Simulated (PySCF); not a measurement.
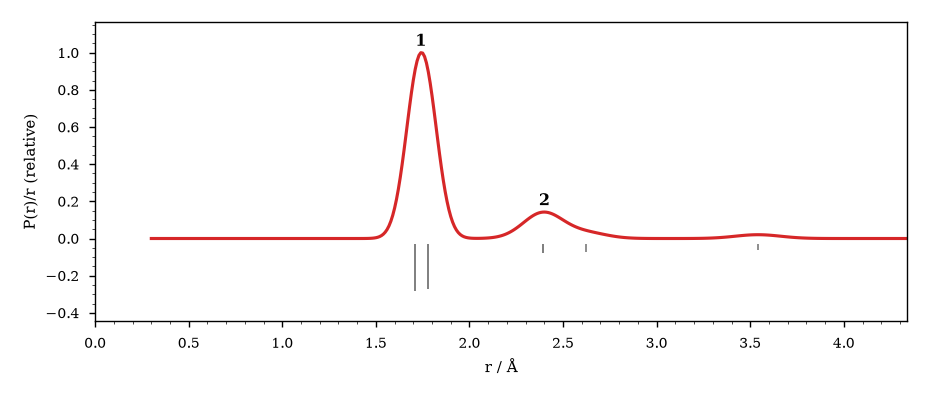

Simulated gas electron diffraction: radial distribution curve of F4Se. Each pair of atoms contributes with weight ZᵢZⱼ/r (bars below the curve); damping constant 0.001 Å²; vibrational amplitudes assumed, not computed: 0.05 Å for bonds, 0.078 Å for bonds to H, 0.06 + 0.015 r up to 0.15 Å for other pairs. The geometry is the end point of an optimisation (PySCF 2.14.0, density-fitted response routines, PBE0-D3(BJ)/def2-SVP geometry optimisation, gas phase); it may be a saddle point or a higher isomer.

Question: Assign the numbered peaks of the radial distribution curve (– bonded, ··· not bonded).

Answer: Peak 1, 1.74 Å: Se–F 1.71–1.78 Å (×4), not resolved
Peak 2, 2.40 Å: F···F 2.39–2.62 Å (×5), not resolved
